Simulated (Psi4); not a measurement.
**UMP2/cc-pCVDZ (density fitting, density fitting for correlation, sweep point 2) run of BH2F− (SMILES [BH2-]F)**

What is the vertical electron affinity of BH2F− at UMP2/cc-pCVDZ (density fitting, density fitting for correlation, sweep point 2)? 

Program for the calculation: Psi4 1.11.

### Step 1. Starting point

The species is BH2F− (4 atoms), meant as a doublet with charge -1. SMILES: `[BH2-]F`. The shape is that of a GFN2-xTB optimisation.

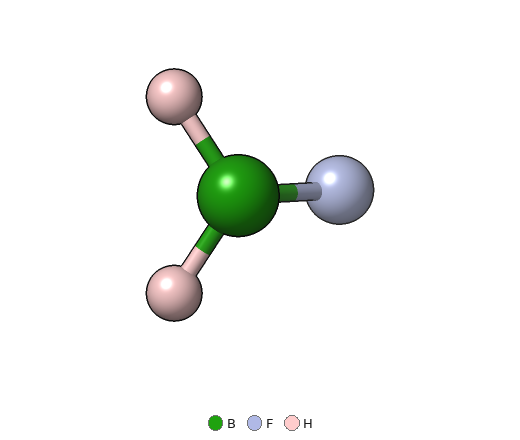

Viewed from a chosen angle; boron green, fluorine light blue, hydrogen pink.

### Step 2. The energy at UMP2/cc-pCVDZ (density fitting, density fitting for correlation, sweep point 2)

The input, input.in:

```
memory 1.6 GB

molecule geom {
  -1 2
  B     -0.086340     0.304430     0.102380
  F      1.031910    -0.468820     0.732960
  H     -1.140340    -0.333670     0.256190
  H      0.194760     0.498060    -1.091520
  units angstrom
  symmetry c1
}

set globals {
  reference       uhf
  puream          true
  scf_type        df
  num_frozen_docc 0
  maxiter         150
}

energy("mp2/cc-pCVDZ")
```

Started as:

```console
$ psi4 -n 1 input.in input.out
```

input.out:

```text
[...]
  Running in c1 symmetry.
[...]
  Nuclear repulsion =   24.681591575925811
[...]
  Multiplicity = 2
[...]
  Nalpha       = 9
  Nbeta        = 8
[...]
    Number of basis functions: 46
[...]
   @DF-UHF iter   1:  -125.21752267946566   -9.01057e-01   6.88587e-03 ADIIS/DIIS
[...]
   @DF-UHF iter  13:  -125.26224833955339   -9.52127e-13   4.34615e-09 DIIS
[...]
   @S^2 Observed:                7.539458169E-01
[...]
    Orbital Energies [Eh]
    ---------------------
    Alpha Occupied:
       1A    -25.978870     2A     -7.365859     3A     -1.266076
       4A     -0.470478     5A     -0.367239     6A     -0.361627
       7A     -0.313403     8A     -0.189524     9A     -0.030596
    Alpha Virtual:
      10A      0.441232    11A      0.497138    12A      0.500079
      13A      0.645874    14A      0.670994    15A      0.753339
      16A      0.860851    17A      1.012537    18A      1.055696
      19A      1.164755    20A      1.175764    21A      1.288202
      22A      1.539236    23A      1.701558    24A      1.855807
      25A      1.878857    26A      1.969630    27A      1.970334
[...]
  @DF-UHF Final Energy:  -125.26224833955339
   => Energetics <=
    Nuclear Repulsion Energy =             24.6815915759258111
    One-Electron Energy =                -227.3544377876084468
    Two-Electron Energy =                  77.4105978721292445
    Total Energy =                       -125.2622483395533948
  UHF NO Occupations:
  HONO-2 :    7  A 1.9996102
  HONO-1 :    8  A 1.9986679
[...]
 Multipole Moments:
 ------------------------------------------------------------------------------------
     Multipole            Electronic (a.u.)      Nuclear  (a.u.)        Total (a.u.)
 ------------------------------------------------------------------------------------
 L = 1.  Multiply by 2.5417464519 to convert [e a0] to [Debye]
 Dipole X            :          2.4659502           -1.7653708            0.7005794
 Dipole Y            :         -0.7649892            0.3023381           -0.4626511
 Dipole Z            :          1.9710026           -1.5623787            0.4086239
 Magnitude           :                                                    0.9337189
[...]
```

It took 1.4 s on 1 thread of Intel Xeon 6975P-C (Granite Rapids), shared host; peak memory 0.2 GiB.

### Step 3. Singlet [BH2F]2− at the same level

The input, input.inp:

```
memory 1600 MB

molecule {
  -2 1
  B     -0.086340     0.304430     0.102380
  F      1.031910    -0.468820     0.732960
  H     -1.140340    -0.333670     0.256190
  H      0.194760     0.498060    -1.091520
  symmetry c1
}

set {
  basis cc-pCVDZ
  reference rhf
  puream true
  scf_type df
  num_frozen_docc 0
}

E, wfn = energy('mp2', return_wfn=True)
```

Started as:

```console
$ psi4 input.inp input.out -n 1
```

input.out:

```text
[...]
  Running in c1 symmetry.
[...]
  Nuclear repulsion =   24.681591575925811
[...]
  Multiplicity = 1
[...]
  Nalpha       = 9
  Nbeta        = 9
[...]
    Number of basis functions: 46
[...]
   @DF-RHF iter   1:  -124.76442775279870   -4.47962e-01   1.02932e-02 ADIIS/DIIS
[...]
   @DF-RHF iter  12:  -124.90859335797970   -6.22435e-12   7.89715e-09 DIIS
[...]
    Orbital Energies [Eh]
    ---------------------
    Doubly Occupied:
       1A    -25.721304     2A     -7.073370     3A     -1.012500
       4A     -0.201810     5A     -0.109911     6A     -0.108715
       7A     -0.045378     8A      0.075409     9A      0.320305
[...]
  @DF-RHF Final Energy:  -124.90859335797970
   => Energetics <=
    Nuclear Repulsion Energy =             24.6815915759258111
    One-Electron Energy =                -231.4258225670543823
    Two-Electron Energy =                  81.8356376331488775
    Total Energy =                       -124.9085933579796972
[...]
 Multipole Moments:
 ------------------------------------------------------------------------------------
     Multipole            Electronic (a.u.)      Nuclear  (a.u.)        Total (a.u.)
 ------------------------------------------------------------------------------------
 L = 1.  Multiply by 2.5417464519 to convert [e a0] to [Debye]
 Dipole X            :          3.8263617           -1.7653708            2.0609909
 Dipole Y            :         -2.2385460            0.3023381           -1.9362078
 Dipole Z            :          2.4093271           -1.5623787            0.8469484
 Magnitude           :                                                    2.9519326
[...]
```

Wall time 1.4 s (1 thread of Intel Xeon 6975P-C (Granite Rapids), shared host); peak memory 0.2 GiB.

### Step 4. Summary of results

Level: UMP2/cc-pCVDZ (density fitting, density fitting for correlation, sweep point 2).

| quantity | value |
| --- | --- |
| doublet BH2F−: total energy | -125.62072 Eh |
| doublet BH2F−: HOMO energy (Hartree–Fock orbitals) (highest over α and β) | -0.83 eV |
| doublet BH2F−: LUMO energy (Hartree–Fock orbitals) (lowest over α and β) | 10.34 eV |
| doublet BH2F−: correlation energy | -358.5 mEh |
| doublet BH2F−: ⟨S²⟩ of the reference determinant | 0.754 |
| singlet [BH2F]2−: total energy | -125.28886 Eh |
| singlet [BH2F]2−: HOMO energy (Hartree–Fock orbitals) | 8.72 eV |
| singlet [BH2F]2−: LUMO energy (Hartree–Fock orbitals) | 18.45 eV |
| singlet [BH2F]2−: HOMO–LUMO gap (to an unbound level, set by the basis) | 9.73 eV |
| singlet [BH2F]2−: correlation energy | -380.3 mEh |
| vertical electron affinity (to the singlet dianion) | -9.030 eV |

What this shows: The dianion lies 9.03 eV (208 kcal/mol) above the anion: the electron isn't bound at this level, and such a value depends on the basis. Without diffuse functions anions come out too high. The HOMO (singlet [BH2F]2−) lies at positive energy, 8.72 eV: the electron is unbound at this level or held by a compact basis; values depend on the basis.
